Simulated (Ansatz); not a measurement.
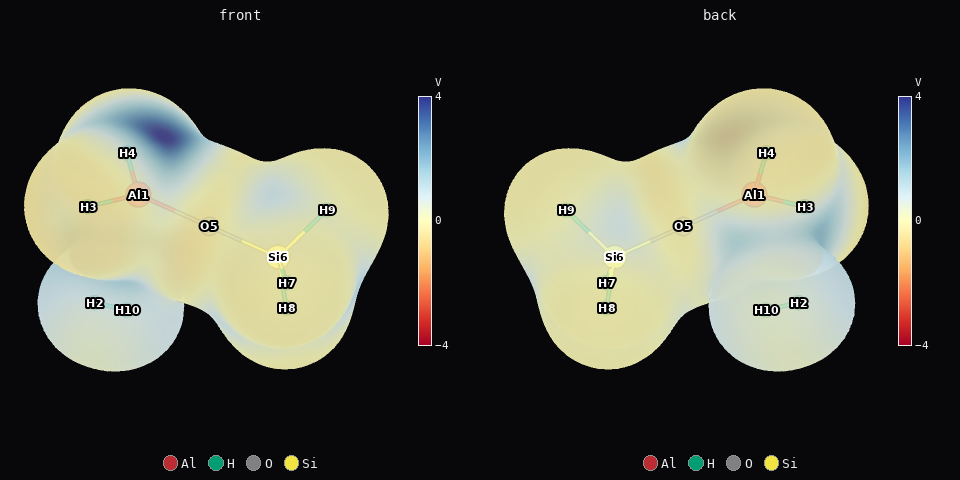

Figure 1: AlH₅OSi···H₂. The electrostatic potential painted on the density surface at 0.002 e/bohr³, seen from the front and from behind; red is negative and blue positive.

These are results of Ansatz, RKS BHLYP-D4/6-31G*, not measurements.

```xyz
10

Al    0.1474   -0.2759   -0.4804
H    -0.1594    0.0962    2.3930
H     1.6679    0.1067   -0.3634
H    -0.9913    0.7793   -0.7298
O    -0.2799   -1.9071   -0.3717
Si   -0.7247   -3.4655   -0.2555
H     0.4523   -4.3562   -0.3271
H    -1.4106   -3.7073    1.0315
H    -1.6469   -3.8277   -1.3517
H    -0.3264   -0.6136    2.2866
```

### Which sites attract a positive test charge, and which a negative one?

A positive charge is drawn to the negative regions and a negative charge to the positive ones. The most negative region (about −0.5 V) lies over H3 and H4, the most positive (about +3.6 V) over Al1.
